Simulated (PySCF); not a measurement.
# InH2Cl (SMILES [H][In]([H])[Cl]): levels of theory compared

Aim: a comparison of 6 runs (PBE0/STO-3G, wB97X-V/STO-3G, NEVPT2(2,2)/STO-3G, CISD/STO-3G, UCCSD(T)/STO-3G, FCI/STO-3G) of InH2Cl. The job is set up through a Python script.

The calculation is run with PySCF 2.14.0.

6 further runs of the same task are left out: 6 set aside as unsound or not needed.

### 1 The structure to begin with

InH2Cl: 4 atoms, total charge 0, spin state singlet. As SMILES, `[H][In]([H])[Cl]`. The In1–H3 distance was set to 2.569 Å, away from the relaxed value. At this shape a bond of the SMILES string is far longer than usual.

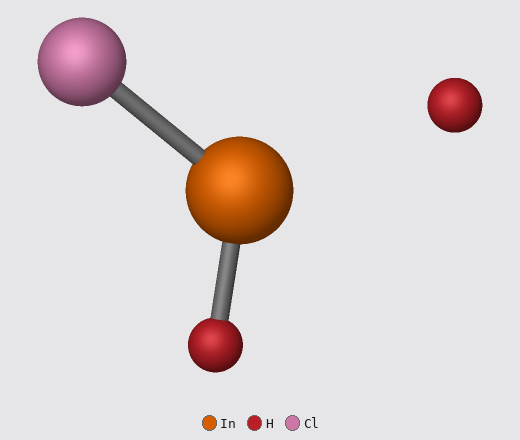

The structure, seen from a chosen angle (indium orange, hydrogen red, chlorine pink).

### 2 The energy at PBE0/STO-3G (run 1)

The input, calc.py:

```python
from pyscf import gto, dft

mol = gto.M(
    atom='''
In     0.912496    -1.195244     0.017726
H      4.149219    -1.226368     0.039911
H     -1.426894     3.058484    -0.037549
Cl    -1.295366    -4.890736     0.035187
''',
    max_memory=1860,
    basis='sto-3g',
    verbose=3,
    unit='bohr',
)

mf = dft.RKS(mol)
mf.xc = 'pbe0'
mf.grids.level = 5
mf.conv_tol = 1e-10
mf.kernel()
if not mf.converged:
    mf = mf.newton().run(mf.mo_coeff, mf.mo_occ)

etot = mf.e_tot
print('E = %.10f Eh' % etot)
```

Started as:

```console
$ OMP_NUM_THREADS=1 python calc.py
```

The log of the run:

```text
converged SCF energy = -6140.78129322494
E = -6140.7812932249 Eh
```

It took 5.4 s on 1 thread of Intel Xeon Platinum 8375C at 2.90GHz (Ice Lake), shared host; peak memory 0.27 GiB.

### 3 The energy at wB97X-V/STO-3G (run 2)

The input, input.py:

```python
from pyscf import gto, dft

system = gto.M(
    atom='In 0.482872 -0.632496 0.009380; H 2.195672 -0.648966 0.021120; H -0.755080 1.618480 -0.019870; Cl -0.685478 -2.588066 0.018620',
    basis='sto-3g',
    max_memory=1860,
    verbose=4,
    charge=0,
)

mf = dft.RKS(system, xc='wb97x-v')
mf.nlcgrids.level = 1
mf.grids.level = 5
mf.conv_tol = 1e-10
mf.kernel()
if not mf.converged:
    mf = mf.newton().run(mf.mo_coeff, mf.mo_occ)

etot = mf.e_tot
print(f'total energy: {etot:.8f} hartree')
```

Started as:

```console
$ OMP_NUM_THREADS=1 python input.py
```

The log of the run:

```text
PySCF version 2.14.0

[... 83 lines left out ...]
converged SCF energy = -6140.86664521597
total energy: -6140.86664522 hartree
```

It took 26 s on 1 thread of Intel Xeon Platinum 8375C at 2.90GHz (Ice Lake), shared host; peak memory 0.28 GiB.

Runs 3 to 5 aren't shown in full; the table further down has their settings and results.

### 4 The energy at FCI/STO-3G (run 6)

The input, input.py:

```python
from pyscf import gto, scf, mcscf
from pyscf import fci

mol = gto.M(
    atom='''
In       0.482872      -0.632496       0.009380
H        2.195672      -0.648966       0.021120
H       -0.755080       1.618480      -0.019870
Cl      -0.685478      -2.588066       0.018620
''',
    verbose=3,
    max_memory=1860,
    basis='sto-3g',
    charge=0,
)

mf = scf.RHF(mol)
mf.conv_tol = 1e-10
mf.kernel()
if not mf.converged:
    mf = mf.newton().run(mf.mo_coeff, mf.mo_occ)

cas = mcscf.CASCI(mf, mf.mo_coeff.shape[-1] - 23, (mol.nelec[0] - 23, mol.nelec[1] - 23))  # full CI above the frozen core
cas.fcisolver = fci.direct_spin0.FCI(mol)  # even spin states alone
cas.kernel()
print('<S^2> = %.4f' % cas.fcisolver.spin_square(cas.ci, cas.ncas, cas.nelecas)[0])
e_final = cas.e_tot
print('E = %.10f Eh' % e_final)
```

Started as:

```console
$ OMP_NUM_THREADS=1 python input.py
```

The log of the run:

```text
converged SCF energy = -6138.55745218605
CASCI E = -6138.64159099059  E(CI) = -103.005438451318  S^2 = 0.0000000
<S^2> = 0.0000
E = -6138.6415909906 Eh
```

Wall time 21 s (1 thread of Intel Xeon Platinum 8375C at 2.90GHz (Ice Lake), shared host); peak memory 0.53 GiB.

### 5 All runs side by side

| run | level | nlc grid | integration grid | energy (Eh) | dipole moment (D) of the reference | HOMO energy (eV) | LUMO energy (eV) | wall time |
| --- | --- | --- | --- | --- | --- | --- | --- | --- |
| 1 | PBE0/STO-3G | – | 5 | -6140.781293 | 2.07 | -4.45 | 1.27 | 5.4 s |
| 2 | wB97X-V/STO-3G | 1 | 5 | -6140.866645 | 2.21 | -6.67 | 3.51 | 26 s |
| 3 | NEVPT2(2,2)/STO-3G | – | – | -6138.632077 | 2.41 | -6.73 | 4.97 | 1.1 s |
| 4 | CISD/STO-3G | – | – | -6138.636170 | 2.41 | -6.73 | 4.97 | 0.82 s |
| 5 | UCCSD(T)/STO-3G | – | – | -6138.640566 | 2.92 | -5.90 | 4.77 | 2 s |
| 6 | FCI/STO-3G | – | – | -6138.641591 | 2.41 | -6.73 | 4.97 | 21 s |

### 6 Summary of results

| quantity | value |
| --- | --- |
| run 6: total energy | -6138.64159 Eh |
| run 6: dipole moment (Hartree–Fock density) | 2.41 D |
| run 6: HOMO energy (Hartree–Fock orbitals) | -6.73 eV |
| run 6: LUMO energy (Hartree–Fock orbitals) | 4.97 eV |
| run 6: HOMO–LUMO gap (Hartree–Fock orbitals) | 11.70 eV |
| run 6: correlation energy (23 core orbitals frozen) | -84.1 mEh |

**Reading.** Against full CI in this basis: CISD +5.4 mEh; UCCSD(T) +1.0 mEh. Totals of different functionals can't be ranked against each other. In runs 1, 2, 3, 4, 5, 6 the basis is minimal, so the values are rough. In runs 1, 2, 3, 4, 5, 6 relativity is left out where basis or elements ask for it. Spin contamination of the reference: run 5 ⟨S²⟩ = 0.59. All runs together took 56 s, the longest 26 s.
